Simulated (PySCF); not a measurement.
# C6H12F2: the cost of one run

Computed with PySCF 2.14.0 and routines of our own; the level stands in each step. Atoms count from 0.

## (1) The starting structure

20 atoms, charge 0, multiplicity 1; geometry from: GFN2-xTB.

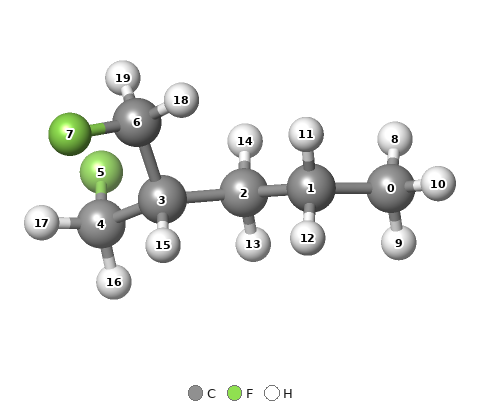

The starting geometry (carbon grey, fluorine green, hydrogen white).

## (2) Magnetic properties: GIAO PBE0/pcSseg-1

The job: settings as JSON, then the geometry in Å.

```
{"job": {"kind": "mag", "xc": "PBE0", "basis": "pcSseg-1", "isotopologues": 2}, "charge": 0, "multiplicity": 1}
C      2.817853     0.112975    -0.298877
C      1.443200     0.644557     0.090171
C      0.376476    -0.439908    -0.047292
C     -1.012131    -0.010122     0.438984
C     -1.930184    -1.225012     0.588422
F     -1.993582    -1.928113    -0.591167
C     -1.658157     0.995562    -0.512629
F     -2.794607     1.518687     0.059653
H      2.806828    -0.253634    -1.322859
H      3.110181    -0.706342     0.353871
H      3.567468     0.896578    -0.221562
H      1.198547     1.494965    -0.548021
H      1.468537     0.999803     1.122958
H      0.688512    -1.308935     0.536877
H      0.305483    -0.755879    -1.089941
H     -0.931019     0.456832     1.426189
H     -1.554272    -1.918180     1.347174
H     -2.953100    -0.920522     0.830796
H     -0.998819     1.842509    -0.718249
H     -1.962363     0.514856    -1.447533
```

With the program's defaults for keys left out, this is: GIAO PBE0/pcSseg-1 magnetisability, rotational g tensor and spin-rotation constants, non-relativistic, gas phase.

Started as:

```sh
> OMP_NUM_THREADS=1 python excited_run.py task.json out
```

The driver reads the jobs from task.json and runs them one after another.

**Question.** How long does this first job take on 1 thread of Arm Neoverse V1, shared host, and how much memory does it need?

About 36 s, with a peak of 0.86 GiB.
